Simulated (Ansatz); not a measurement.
**C2F2 (SMILES FC#CF): MRCISD+Q(relaxed)(8,8)/6-311G (sfX2C, density fitting with cc-pVTZ-jkfit, def2-SVP-rifit for correlation)**

What is the vertical ionisation energy of C2F2 at MRCISD+Q(relaxed)(8,8)/6-311G (sfX2C, density fitting with cc-pVTZ-jkfit, def2-SVP-rifit for correlation)? 

Program for the calculation: Ansatz 0.2.0.

6 further runs of the same task are left out: 2 that didn't finish, 4 set aside as unsound or not needed.

### Step 1. The structure to begin with

C2F2: 4 atoms, total charge 0, spin state singlet. SMILES: `FC#CF`. Geometry: relaxed at PBE0-D4/def2-TZVP.

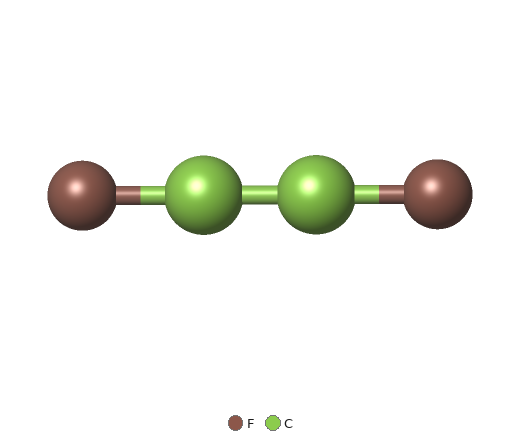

The structure, seen from a chosen angle (fluorine brown, carbon green).

### Step 2. A single-point energy at MRCISD+Q(relaxed)(8,8)/6-311G (sfX2C, density fitting with cc-pVTZ-jkfit, def2-SVP-rifit for correlation)

in.yaml reads:

```yaml
crystal:
  periodic: [false, false, false]
  atoms:
    - {symbol: F, position_ang: [-0.136400, 0.128000, 1.852800]}
    - {symbol: C, position_ang: [-0.033700, 0.030200, 0.583200]}
    - {symbol: C, position_ang: [0.061400, -0.060400, -0.593400]}
    - {symbol: F, position_ang: [0.164100, -0.158200, -1.863000]}
basis:
  gaussian:
    orbitals: 6-311G.json
    fitting: {mean_field: cc-pVTZ-jkfit, correlation: def2-SVP-rifit.json}
correlation:
  method: fic_mrcisd_q_relaxed
  active_space: {window: {electrons: 8, orbitals: 8}}
  electrons: outside_noble_gas
hamiltonian: {pseudopotentials: {relativity: scalar}}
```

The basis set 6-311G is read from a file made from the Basis Set Exchange's data (not shown).

Started as:

```sh
$ ansatz run in.yaml --threads 1 --pin off --max-ram 2610MiB --events-out events.jsonl --progress --plain --runs-dir runs
```

Standard output (excerpt; [...] marks lines left out):

```text
Warning: RAYON_NUM_THREADS=1 ignored (pool sized by the plan → 1); use --threads N
Functional definition: HF
  name "HF"
[...]
508 factors; integrals over basis functions are off by at most 8.5e-4 eV
[...]
mean field -7473.30055391 eV, -274.6387297713 hartree, gradient 1.8e-6 eV, S^2 0.000000; 0 other end points of the search recorded, 0 dependent functions left out
reference -7473.30055391 eV, -274.6387297713 hartree; 15, 15 occupied and 37, 37 virtual orbitals, 508 factors
state -7477.13859433 eV, -274.7797751550 hartree
contracted CI cycle   1: correlation -0.00000000 eV, -0.0000000000 hartree, residual 3.65e1 eV
contracted CI cycle   2: correlation -7.85496894 eV, -0.2886647842 hartree, residual 6.11e0 eV
contracted CI cycle   3: correlation -8.19318461 eV, -0.3010939808 hartree, residual 1.95e0 eV
contracted CI cycle   4: correlation -8.22348850 eV, -0.3022076281 hartree, residual 6.22e-1 eV
contracted CI cycle   5: correlation -8.22695963 eV, -0.3023351898 hartree, residual 2.42e-1 eV
contracted CI cycle   6: correlation -8.22743549 eV, -0.3023526774 hartree, residual 9.73e-2 eV
contracted CI cycle   7: correlation -8.22751386 eV, -0.3023555575 hartree, residual 3.61e-2 eV
contracted CI cycle   8: correlation -8.22752393 eV, -0.3023559275 hartree, residual 1.29e-2 eV
contracted CI cycle   9: correlation -8.22752524 eV, -0.3023559756 hartree, residual 4.95e-3 eV
contracted CI cycle  10: correlation -8.22752546 eV, -0.3023559837 hartree, residual 1.90e-3 eV
state -7477.13859433 eV, -274.7797751550 hartree; corrected -7485.99421869 eV, -275.1052133479 hartree
Total energy: -7485.99421869 eV, -275.1052133479 hartree
Relativity: scalar
```

Run time: 14 s. Hardware: 1 thread of Arm Neoverse V1, shared host; peak memory 0.26 GiB.

### Step 3. The doublet cation at the same level

Edit in.yaml of step 2 so:

```diff
@@ -11,6 +11,8 @@
     fitting: {mean_field: cc-pVTZ-jkfit, correlation: def2-SVP-rifit.json}
+total_charge: 1
+magnetization: {spin_polarized: false, initial_magnetization: 1}
+hamiltonian: {pseudopotentials: {relativity: scalar}}
 correlation:
   method: fic_mrcisd_q_relaxed
-  active_space: {window: {electrons: 8, orbitals: 8}}
+  active_space: {window: {electrons: 7, orbitals: 8}}
   electrons: outside_noble_gas
-hamiltonian: {pseudopotentials: {relativity: scalar}}
```

The basis set 6-311G is read from a file made from the Basis Set Exchange's data (not shown).

Started as:

```sh
$ ansatz run in.yaml --threads 1 --pin off --max-ram 2610MiB --events-out events.jsonl --progress --plain --runs-dir runs
```

Standard output (excerpt; [...] marks lines left out):

```text
Warning: RAYON_NUM_THREADS=1 ignored (pool sized by the plan → 1); use --threads N
[... 2 set-up lines as earlier in the session ...]
[...]
508 factors; integrals over basis functions are off by at most 8.5e-4 eV
[...]
mean field -7462.29786781 eV, -274.2343885148 hartree, gradient 1.9e-6 eV, S^2 0.750000; 4 other end points of the search recorded, 0 dependent functions left out
reference -7462.29786781 eV, -274.2343885148 hartree; 15, 14 occupied and 37, 38 virtual orbitals, 508 factors
state -7465.50933937 eV, -274.3524079178 hartree
contracted CI cycle   1: correlation 0.00000000 eV, 0.0000000000 hartree, residual 3.55e1 eV
contracted CI cycle   2: correlation -8.01448533 eV, -0.2945269035 hartree, residual 6.27e0 eV
contracted CI cycle   3: correlation -8.36250477 eV, -0.3073163819 hartree, residual 2.33e0 eV
contracted CI cycle   4: correlation -8.40482588 eV, -0.3088716543 hartree, residual 9.90e-1 eV
[...]
contracted CI cycle   4: correlation -8.47667701 eV, -0.3115121345 hartree, residual 8.22e-1 eV
contracted CI cycle   5: correlation -8.48324354 eV, -0.3117534498 hartree, residual 3.41e-1 eV
contracted CI cycle   6: correlation -8.48439031 eV, -0.3117955929 hartree, residual 1.36e-1 eV
contracted CI cycle   7: correlation -8.48457462 eV, -0.3118023661 hartree, residual 4.89e-2 eV
contracted CI cycle   8: correlation -8.48459805 eV, -0.3118032273 hartree, residual 1.98e-2 eV
contracted CI cycle   9: correlation -8.48460186 eV, -0.3118033672 hartree, residual 8.92e-3 eV
contracted CI cycle  10: correlation -8.48460266 eV, -0.3118033968 hartree, residual 3.60e-3 eV
contracted CI cycle  11: correlation -8.48460278 eV, -0.3118034012 hartree, residual 1.26e-3 eV
state -7465.34229962 eV, -274.3462693203 hartree; corrected -7474.60666237 eV, -274.6867283717 hartree
state -7465.50933937 eV, -274.3524079178 hartree; corrected -7474.68038680 eV, -274.6894376944 hartree
[...]
Total energy: -7474.68038680 eV, -274.6894376944 hartree
Relativity: scalar
```

It took 33 s on 1 thread of Arm Neoverse V1, shared host; peak memory 0.33 GiB.

### Step 4. Results

At MRCISD+Q(relaxed)(8,8)/6-311G (sfX2C, density fitting with cc-pVTZ-jkfit, def2-SVP-rifit for correlation):

| quantity | value |
| --- | --- |
| singlet C2F2: total energy | -275.10521 Eh |
| doublet cation: total energy | -274.68944 Eh |
| vertical ionisation energy (to the doublet cation) | 11.314 eV |

What this shows: The vertical ionisation energy comes to 11.31 eV (261 kcal/mol).
